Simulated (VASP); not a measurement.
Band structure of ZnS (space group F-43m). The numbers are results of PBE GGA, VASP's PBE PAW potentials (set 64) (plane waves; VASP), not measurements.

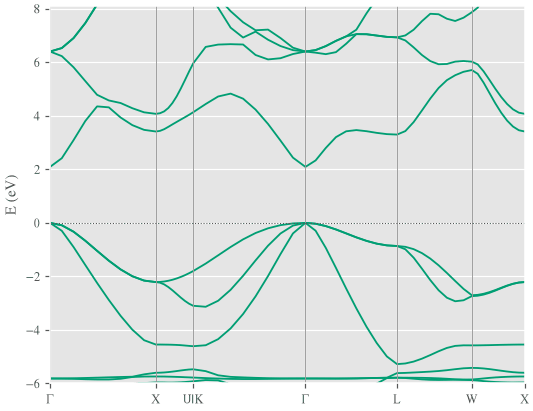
Figure: Bands along high-symmetry lines, zero at the valence-band maximum or, without a gap, the Fermi level

Read the plot: is there a gap, and where are the band edges?

The gap is direct, 2.09 eV, from the valence maximum at Γ to the conduction minimum at Γ.

The structure is a typed ZnS crystal. The cell was not relaxed at this level.
